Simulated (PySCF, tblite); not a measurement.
**C4H9NOSi: geometry, infrared bands and NMR shifts**

What infrared bands and NMR shifts should C4H9NOSi (`C=N[C@H]1CC[SiH2]O1`) show?

Programs: tblite 0.8.0 and PySCF 2.14.0, with density-fitted response routines of our own. Each step states its level of theory. These are calculated values for one molecule in the gas phase, unless marked as measured. Atoms count from 0, in the outputs and in this text.

### Step 1. The molecule as given

16 atoms, charge 0, multiplicity 1; geometry from: force field or distance geometry start.

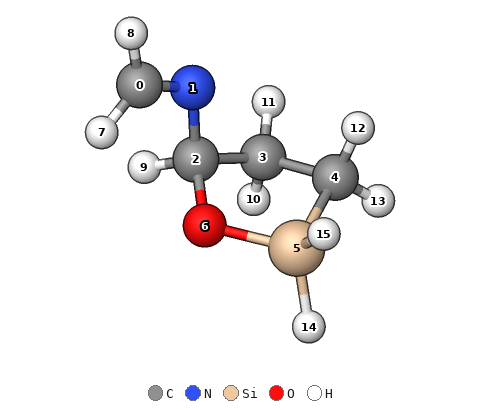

The starting geometry (carbon grey, nitrogen blue, silicon light orange, oxygen red, hydrogen white), atoms numbered; sticks join atoms by distance.

### Step 2. Relaxing the molecule with GFN2-xTB

The job: settings as JSON, then the geometry in Å.

```
{"job": {"kind": "relax", "xc": "GFN2-xTB", "basis": "xTB"}, "charge": 0, "multiplicity": 1}
C      2.497700     0.690000     0.822100
N      1.470400    -0.036400     1.108200
C      0.728400    -0.464300    -0.067600
C     -0.506600    -1.279500     0.395600
C     -1.631100    -0.296100     0.755800
Si    -1.315600     1.053100    -0.524800
O      0.259200     0.607200    -0.933400
H      2.771900     0.979400    -0.203900
H      3.142500     1.072900     1.627800
H      1.352100    -1.121100    -0.671300
H     -0.845200    -1.928700    -0.425600
H     -0.276900    -1.946000     1.251800
H     -1.501800     0.098800     1.771600
H     -2.614600    -0.753200     0.662400
H     -2.193400     0.915100    -1.705000
H     -1.344500     2.417800     0.074300
```

Command:

```console
OMP_NUM_THREADS=1 python probes_run.py task.json out
```

This one command runs all jobs of the session in turn.

Output:

```text
step      E/eV     max force
  0    -595.37848    2.933
  1    -595.49717    2.415
  2    -595.57146    0.561
  3    -595.59163    0.321
  4    -595.60200    0.300
  5    -595.61046    0.231
  6    -595.61740    0.242
  7    -595.62405    0.189
  8    -595.62921    0.213
  9    -595.63332    0.168
 10    -595.63680    0.170
 11    -595.63987    0.151
 12    -595.64234    0.122
 13    -595.64399    0.111
 14    -595.64505    0.069
 15    -595.64597    0.081
 16    -595.64693    0.093
 17    -595.64800    0.125
 18    -595.64928    0.116
 19    -595.65097    0.127
 20    -595.65332    0.155
 21    -595.65639    0.146
 22    -595.65993    0.173
 23    -595.66366    0.175
 24    -595.66765    0.165
 25    -595.67172    0.172
 26    -595.67582    0.168
 27    -595.68064    0.218
 28    -595.68743    0.259
 29    -595.67547    1.261
 30    -595.69987    0.211
 31    -595.70730    0.194
 32    -595.72394    0.486
 33    -595.73365    0.252
 34    -595.74314    0.282
 35    -595.75476    0.269
 36    -595.76588    0.202
 37    -595.77158    0.197
 38    -595.77630    0.136
 39    -595.77895    0.344
 40    -595.78193    0.145
 41    -595.78428    0.090
 42    -595.78602    0.092
 43    -595.78764    0.088
 44    -595.78900    0.087
 45    -595.79071    0.095
 46    -595.79257    0.102
 47    -595.79429    0.093
 48    -595.79562    0.106
 49    -595.79672    0.068
 50    -595.79767    0.058
 51    -595.79828    0.046
 52    -595.79864    0.042
 53    -595.79900    0.041
 54    -595.79950    0.068
 55    -595.80014    0.061
 56    -595.80067    0.058
 57    -595.80108    0.053
 58    -595.80151    0.052
 59    -595.80216    0.046
 60    -595.80289    0.054
 61    -595.80357    0.060
 62    -595.80417    0.074
 63    -595.80471    0.068
 64    -595.80516    0.084
 65    -595.80549    0.045
 66    -595.80573    0.085
 67    -595.80596    0.049
 68    -595.80627    0.044
 69    -595.80672    0.071
 70    -595.80720    0.096
 71    -595.80772    0.089
 72    -595.80821    0.071
 73    -595.80877    0.057
 74    -595.80933    0.052
 75    -595.80978    0.064
 76    -595.81009    0.060
 77    -595.81034    0.052
 78    -595.81060    0.049
 79    -595.81082    0.043
 80    -595.81096    0.027
 81    -595.81104    0.019
 82    -595.81109    0.018
 83    -595.81115    0.015
 84    -595.81121    0.017
 85    -595.81125    0.016
 86    -595.81129    0.020
 87    -595.81133    0.019
 88    -595.81136    0.011
 89    -595.81137    0.008
```

It took 1.8 s on 1 thread of Intel Xeon at 2.50GHz, shared host.

The steps of the relaxation: (not every step is listed)

```tsv
step	energy from step 0 (eV)	largest force (eV/Å)
0	0.0000	2.9325
1	-0.1187	2.4148
2	-0.1930	0.5612
3	-0.2132	0.3215
4	-0.2235	0.2998
5	-0.2320	0.2310
6	-0.2389	0.2418
7	-0.2456	0.1894
8	-0.2507	0.2129
15	-0.2675	0.0811
22	-0.2815	0.1727
29	-0.2970	1.2611
36	-0.3874	0.2025
43	-0.4092	0.0878
50	-0.4192	0.0584
57	-0.4226	0.0534
64	-0.4267	0.0844
71	-0.4292	0.0887
78	-0.4321	0.0485
84	-0.4327	0.0169
85	-0.4328	0.0157
86	-0.4328	0.0200
87	-0.4329	0.0190
88	-0.4329	0.0112
89	-0.4329	0.0079
```

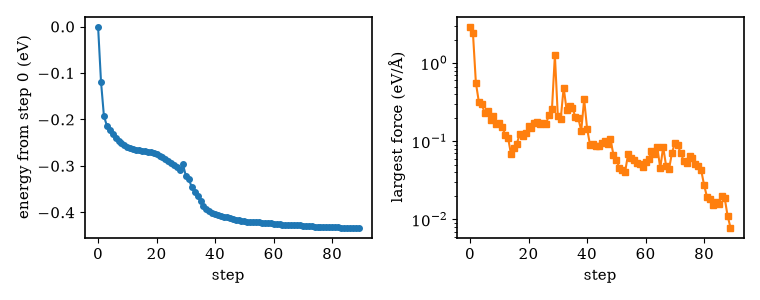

Energy and largest force along the relaxation.

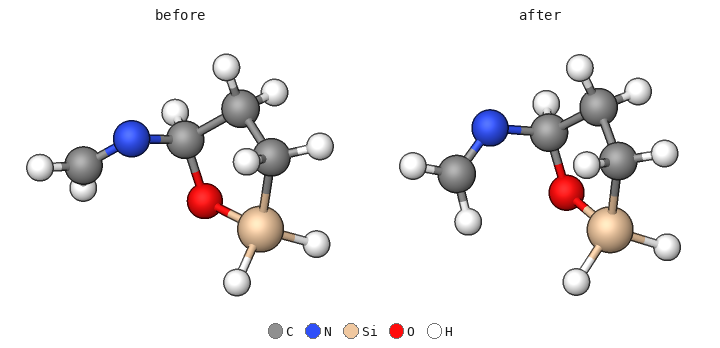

Before and after, at one scale.

Distances of close pairs at the start and the end, largest changes first:

```tsv
bond	before (Å)	after (Å)	change (Å)
Si5–O6	1.687	1.635	-0.052
C2–O6	1.455	1.409	-0.046
C0–N1	1.290	1.251	-0.039
N1–C2	1.455	1.421	-0.034
Si5–H15	1.491	1.461	-0.030
C0–H8	1.101	1.081	-0.020
Si5–H14	1.477	1.457	-0.020
C3–H11	1.109	1.089	-0.020
```

The end geometry stands in the next job.

### Step 3. Vibrational analysis with GFN2-xTB

The job: settings as JSON, then the geometry in Å.

```
{"job": {"kind": "ir", "xc": "GFN2-xTB", "basis": "xTB"}, "charge": 0, "multiplicity": 1}
C      2.082013     0.800512     0.923824
N      1.688946    -0.370856     0.726723
C      0.734201    -0.709215    -0.269275
C     -0.493860    -1.335066     0.418575
C     -1.414855    -0.183320     0.817322
Si    -1.092388     1.063552    -0.588082
O      0.297849     0.357223    -1.080129
H      1.764146     1.670437     0.346858
H      2.797439     0.963492     1.717018
H      1.226171    -1.441280    -0.924336
H     -0.997615    -1.977017    -0.305082
H     -0.170599    -1.939462     1.265244
H     -1.112312     0.221643     1.783327
H     -2.442732    -0.522755     0.915054
H     -2.036583     0.989711    -1.695715
H     -0.837419     2.421344    -0.113210
```

Output:

```text
mode    cm-1     km/mol
  1      95.2      3.99
  2     111.9      0.86
  3     171.5      7.02
  4     298.7      9.91
  5     366.2      1.81
  6     420.8     15.54
  7     473.9     22.95
  8     534.9      3.37
  9     582.9     52.90
 10     621.5     22.96
 11     667.0     83.66
 12     718.3     64.79
 13     739.1     33.55
 14     782.3    184.10
 15     819.0    101.62
 16     829.4    163.58
 17     877.4     67.50
 18     950.9     64.07
 19     981.8     17.53
 20     997.7     36.71
 21    1022.9    119.26
 22    1079.2     51.94
 23    1131.3      6.06
 24    1148.1     16.23
 25    1165.7     26.74
 26    1235.4      8.31
 27    1257.7      2.84
 28    1285.2     18.82
 29    1307.6      1.37
 30    1416.1      0.15
 31    1467.1      0.76
 32    1486.9      3.18
 33    1755.4     22.67
 34    2277.0    378.13
 35    2316.8    238.10
 36    2888.8     37.61
 37    2933.1     62.72
 38    2980.6      0.66
 39    2990.9     76.15
 40    3005.0     29.54
 41    3023.9     32.76
 42    3066.8     29.19
```

It took 2.3 s on 1 thread of Intel Xeon at 2.50GHz, shared host.

The strongest bands and the atoms that carry them (share of the mass-weighted mode):

```tsv
cm⁻¹	km/mol	atoms
667	83.7	H15 35 %, H14 30 %
782	184.1	H14 33 %, H15 29 %, Si5 10 %
819	101.6	O6 26 %, Si5 22 %, C2 20 %
829	163.6	H15 19 %, H13 17 %, C4 14 %, H14 13 %
1023	119.3	C2 25 %, O6 23 %, H13 12 %, C3 12 %
2277	378.1	H15 90 %
2317	238.1	H14 90 %
2991	76.2	H12 48 %, H10 44 %
```

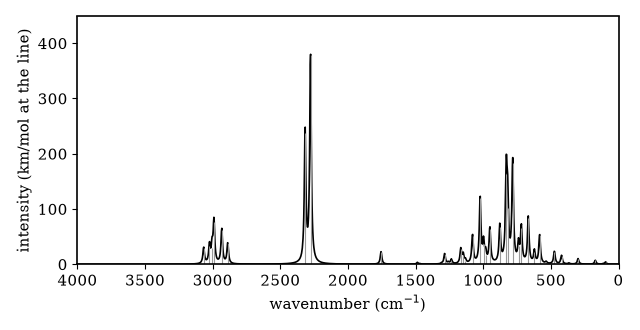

The infrared spectrum from these modes, unscaled. Lines are broadened to a width of 14 cm⁻¹ (Lorentzian).

### Step 4. Shielding tensors: PBE0/pcSseg-1

Same as in step 3 but for these lines:

```diff
@@ -1,2 +1,2 @@
-{"job": {"kind": "ir", "xc": "GFN2-xTB", "basis": "xTB"}, "charge": 0, "multiplicity": 1}
+{"job": {"kind": "nmr", "xc": "PBE0", "basis": "pcSseg-1"}, "charge": 0, "multiplicity": 1}
 C      2.082013     0.800512     0.923824
```

Level: GIAO PBE0/pcSseg-1 NMR shielding, non-relativistic, gas phase.

Output:

```text
coarse grid: 13696 points
cycle   1  E = -576.6653463351  dE =  1.004e+00  |g| = 7.193e-01  |ddm| = 3.582e+00
cycle   2  E = -576.5473506818  dE =  1.180e-01  |g| = 1.072e+00  |ddm| = 1.550e+00
cycle   3  E = -576.7635061503  dE = -2.162e-01  |g| = 1.014e-01  |ddm| = 1.067e+00
cycle   4  E = -576.7652970894  dE = -1.791e-03  |g| = 4.235e-02  |ddm| = 1.183e-01
cycle   5  E = -576.7657144182  dE = -4.173e-04  |g| = 7.247e-03  |ddm| = 3.938e-02
cycle   6  E = -576.7657241396  dE = -9.721e-06  |g| = 3.284e-03  |ddm| = 8.992e-03
cycle   7  E = -576.7657262854  dE = -2.146e-06  |g| = 8.711e-04  |ddm| = 2.897e-03
final grid: 127312 points
cycle   8  E = -576.8162756982  dE = -2.379e-05  |g| = 1.123e-02  |ddm| = 2.438e-02
cycle   9  E = -576.8162377881  dE =  3.791e-05  |g| = 1.791e-02  |ddm| = 2.204e-02
cycle  10  E = -576.8163006218  dE = -6.283e-05  |g| = 1.914e-03  |ddm| = 1.427e-02
cycle  11  E = -576.8163014137  dE = -7.919e-07  |g| = 3.953e-04  |ddm| = 1.451e-03
cycle  12  E = -576.8163014426  dE = -2.887e-08  |g| = 1.387e-04  |ddm| = 3.956e-04
cycle  13  E = -576.8163014464  dE = -3.836e-09  |g| = 3.822e-05  |ddm| = 1.499e-04
cycle  14  E = -576.8163014467  dE = -2.933e-10  |g| = 1.068e-05  |ddm| = 4.010e-05
converged SCF energy = -576.8163014467

GIAO shielding tensors (ppm)
atom      isotropic    diamagn.    paramagn.     s11        s22        s33       span
  0 C       36.481     254.768    -218.288    -64.494     30.303    143.633    208.127
  1 N     -142.810     330.005    -472.815   -476.546   -177.627    225.744    702.290
  2 C       88.866     245.087    -156.221     60.765     86.627    119.206     58.441
  3 C      153.202     250.595     -97.393    134.251    152.756    172.599     38.348
  4 C      179.960     253.301     -73.341    159.431    183.253    197.196     37.764
  5 Si     351.456     880.567    -529.111    290.199    340.731    423.439    133.240
  6 O      279.696     398.889    -119.193    231.541    272.026    335.519    103.978
  7 H       24.141      31.858      -7.717     21.248     22.887     28.289      7.041
  8 H       24.372      28.591      -4.219     22.795     24.102     26.220      3.425
  9 H       25.441      30.050      -4.609     21.498     24.156     30.668      9.170
 10 H       29.764      31.689      -1.926     25.144     27.642     36.505     11.361
 11 H       29.221      30.849      -1.628     25.145     26.587     35.932     10.787
 12 H       30.818      31.746      -0.927     26.608     27.771     38.075     11.467
 13 H       30.894      30.104       0.790     26.194     27.667     38.822     12.628
 14 H       26.712      29.591      -2.878     23.112     24.021     33.005      9.893
 15 H       26.666      30.022      -3.356     23.054     24.577     32.367      9.314
```

Run time: 1.7 min. Hardware: 1 thread of Intel Xeon at 2.50GHz, shared host; peak memory 0.77 GiB.

The references, computed at this level on geometries of the same kind, shield at (ppm): 1H TMS 31.72, 13C TMS 186.9, 29Si TMS 349.2, 15N NH3 267.7, 17O H2O 336.1. Their shielding less the atom's gives the shift. The references are single molecules in the gas phase, so shifts against H2O, NH3, PH3, H3PO4 or CFCl3 are not on the usual liquid scales and can be off by tens of ppm.

```tsv
atoms	environment	σ (ppm)	δ (ppm)	δ scaled to CDCl3
C0	C=N carbon	36.5	150.4	144.9
C2	sp3 CH bonded to N and O	88.9	98.1	93.8
C3	sp3 CH2 in a ring	153.2	33.7	31.0
C4	sp3 CH2 bonded to Si	180.0	7.0	4.9
H7	hydrogen on a C=N carbon	24.14	7.58	7.25
H8	hydrogen on a C=N carbon	24.37	7.34	7.03
H9	hydrogen on an sp3 CH bonded to N and O	25.44	6.28	6.02
H15	hydrogen on a silicon bonded to C, O, in a 5-membered ring	26.67	5.05	–
H14	hydrogen on a silicon bonded to C, O, in a 5-membered ring	26.71	5.00	–
H11	hydrogen on an sp3 CH2 in a ring	29.22	2.50	2.46
H10	hydrogen on an sp3 CH2 in a ring	29.76	1.95	1.95
H12	hydrogen on an sp3 CH2 bonded to Si	30.82	0.90	0.95
H13	hydrogen on an sp3 CH2 bonded to Si	30.89	0.82	0.88
N1	imine nitrogen	-142.8	410.5	–
Si5	silicon bonded to C, O, 2 H, in a 5-membered ring	351.5	-2.3	–
O6	oxygen bonded to C, Si, in a 5-membered ring	279.7	56.4	–
```

The scaled column applies a straight-line fit of computed shieldings to shifts measured in CDCl3 (root-mean-square error 0.16 ppm for H, 1.9 ppm for C).

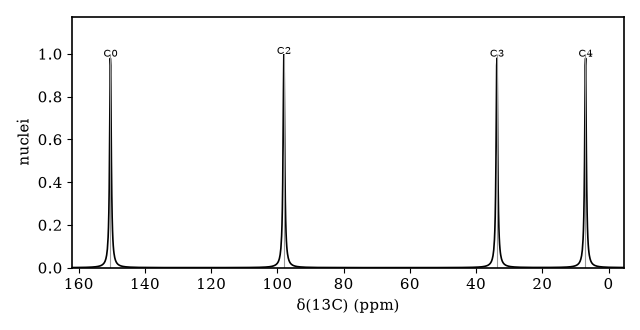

13C lines at the computed shifts, without couplings. Lines are broadened to a width of 0.57 ppm (Lorentzian).

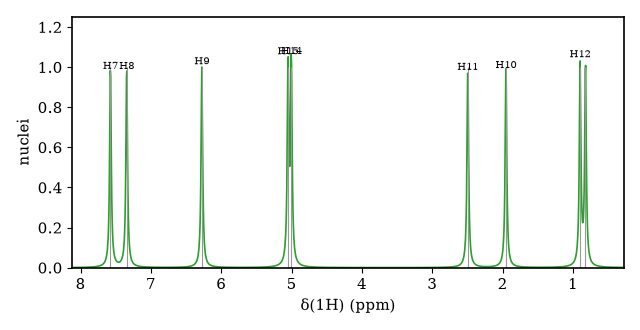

1H lines at the computed shifts, without couplings. Lines are broadened to a width of 0.03 ppm (Lorentzian).

Charges from the same density, by scheme (e):

```tsv
atoms	Mulliken	IAO	Hirshfeld	ESP fit
C0	0.00	-0.13	0.00	0.25
N1	-0.39	-0.27	-0.14	-0.53
C2	0.23	0.17	0.08	0.27
C3	-0.20	-0.27	-0.08	-0.18
C4	-0.54	-0.56	-0.17	-0.24
Si5	0.82	0.98	0.40	0.49
O6	-0.62	-0.66	-0.24	-0.41
```

IAO charges:

C0 -0.13; N1 -0.27; C2 0.17; C3 -0.27; C4 -0.56; Si5 0.98; O6 -0.66; H7 0.12; H8 0.15; H9 0.16; H10 0.14; H11 0.16; H12 0.15; H13 0.15; H14 -0.14; H15 -0.15

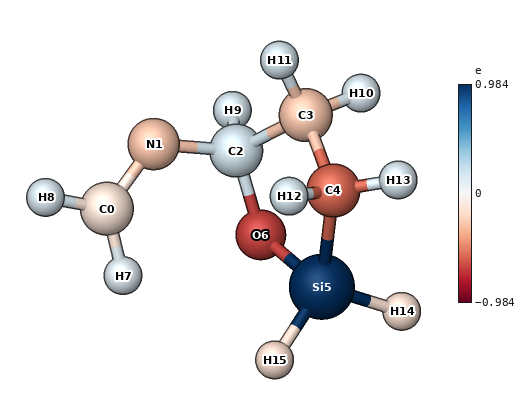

IAO charges, as colours on the atoms.

Mayer bond orders: C0–N1 1.95, N1–C2 1.02, C2–C3 1.00, C3–C4 1.00, C4–Si5 0.92, Si5–O6 0.95, O6–C2 0.89.

Ring of atoms C2, C3, C4, Si5, O6: NICS(0) -7.1, NICS(1) -4.3, NICS(1)zz -5.7 ppm (means of both faces).

The fields below are evaluated on a grid from the run's orbitals.

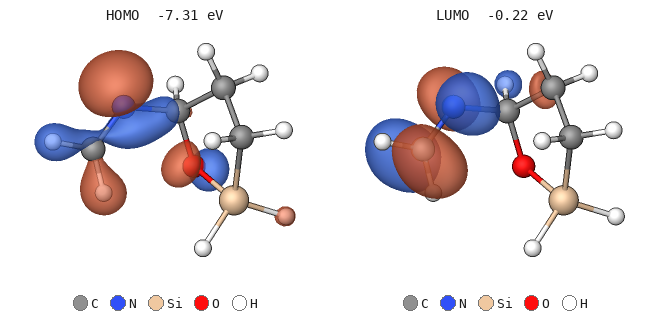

Frontier orbitals at PBE0/pcSseg-1; each surface holds 70 % of the orbital's density, blue and red mark the sign.

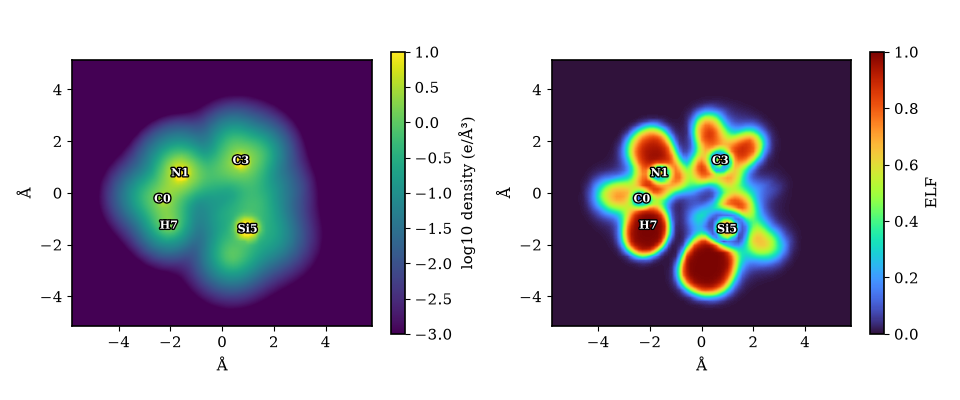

Density (left) and ELF (right) in a plane through or near 5 of the atoms.

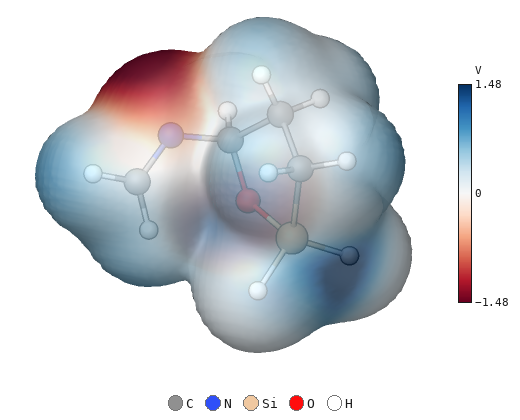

The potential that a unit positive charge feels on the 0.002 e/bohr³ surface, from -1.48 V near N1 to 1.16 V near H14.

### Step 5. Summary of results

```
                                 quantity                                                     value
strongest single infrared mode (GFN2-xTB)                                     2277 cm⁻¹, 378 km/mol
             zero-point energy (GFN2-xTB)                                             77.6 kcal/mol
   13C shifts against TMS (PBE0/pcSseg-1)                                150.4, 98.1, 33.7, 7.0 ppm
    1H shifts against TMS (PBE0/pcSseg-1)  7.58, 7.34, 6.28, 5.05, 5.00, 2.50, 1.95, 0.90, 0.82 ppm
   15N shifts against NH3 (PBE0/pcSseg-1)                                                 410.5 ppm
  29Si shifts against TMS (PBE0/pcSseg-1)                                                  -2.3 ppm
   17O shifts against H2O (PBE0/pcSseg-1)                                                  56.4 ppm
    surface potential, least and greatest                                        -1.48 V and 1.16 V
```

Over 89 steps the energy fell by 0.433 eV; of the close pairs, Si5–O6 changed most, 1.687 to 1.635 Å. All 42 modes are real, so the xTB geometry is a minimum. The strongest single mode, at 2277 cm⁻¹, moves mainly H15. GFN2-xTB is a fitted tight-binding method: band positions and strengths are rough. Its intensities can rank the bands wrongly. At PBE0/pcSseg-1: The largest span, 702 ppm, is at N1, where the paramagnetic term is -473 ppm.
